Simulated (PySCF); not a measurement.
SMILES c1(ccccc1CC)F (C₈H₉F), GFN2-xTB optimised geometry. Atoms within 1.6 Å of the plane z = 0.0 Å (x, y, z in Å): C1 (-2.98, 0.07, 1.48), C2 (-2.49, -0.05, 0.03), C3 (-0.99, -0.09, -0.01), C4 (-0.29, -1.29, -0.01), C5 (1.09, -1.32, 0.00), C6 (1.81, -0.14, 0.00), C7 (1.14, 1.07, 0.00), C8 (-0.24, 1.07, 0.00), F9 (-0.88, 2.27, 0.00), H12 (-4.07, 0.09, 1.50), H13 (-2.89, -0.96, -0.41), H14 (-2.85, 0.80, -0.54), H15 (-0.85, -2.22, -0.01), H16 (1.61, -2.27, -0.01), H17 (2.89, -0.15, 0.00), H18 (1.68, 2.01, 0.00).

Level of theory: PBE/def2-SVP (PySCF). Cells within 0.4 Å of a nucleus heavier than hydrogen are left out (blank, or x).

Map of the Laplacian of the electron density (e/bohr⁵), clipped to [-1.50, 1.50] on the plane z = 0.0 Å:

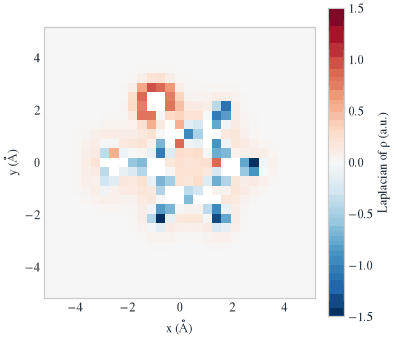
Laplacian of the electron density (e/bohr⁵), clipped to [-1.50, 1.50] on the plane z = 0.0 Å.
